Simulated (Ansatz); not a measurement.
Input file:

```
crystal:
  periodic: [false, false, false]
  atoms:
    - {symbol: C, position_ang: [-0.982479, -1.814282, 0.495624]}
    - {symbol: C, position_ang: [0.208002, -1.636824, 1.189716]}
    - {symbol: Al, position_ang: [-1.265304, 0.077897, 1.497677]}
    - {symbol: N, position_ang: [-2.075828, -1.454540, 0.173513]}
    - {symbol: H, position_ang: [0.382739, -2.291628, 2.050970]}
    - {symbol: H, position_ang: [1.100812, -1.413192, 0.594785]}
basis:
  gaussian:
    orbitals: def2-TZVPD
hamiltonian:
  xc: {name: PBE0}
output: {forces: true, orbitals: {seedname: orbitals}}
```

Launched as:

```sh
ansatz run input.yaml --threads 2 --pin off --max-ram 4350MiB --events-out events.jsonl --progress --plain --runs-dir runs
```

Geometry: PBE0-D3(BJ)/def2-SVP.

Computed with Ansatz 0.2.0, isolated molecule in a Gaussian basis; Kohn-Sham density functional theory, functional PBE0.

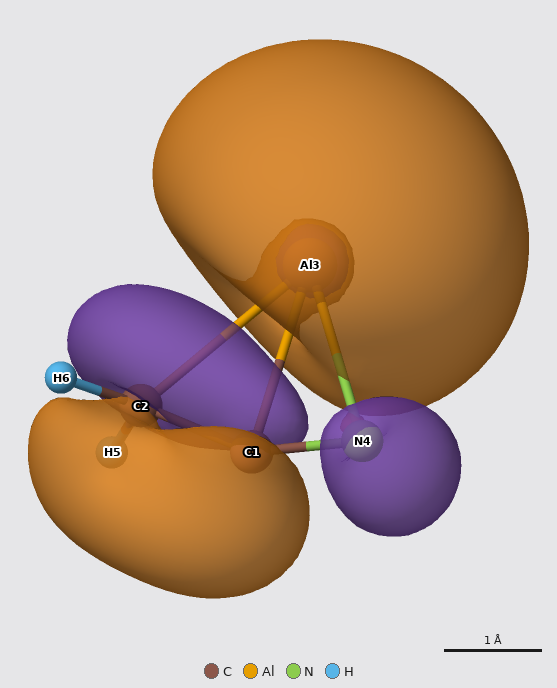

C₂H₂AlN (SMILES [CH2]1[C]2=[N][Al]12). One frontier orbital at ±0.06 Å⁻³ᐟ² (orange and purple are the two phases), seen at a tilt.

Question: Which orbital is it: HOMO or LUMO?

Answer: The HOMO, at −6.57 eV. Its weight (Hirshfeld) is mainly on Al3 (about 70 %), C2 (about 10 %) and C1 (about 10 %).
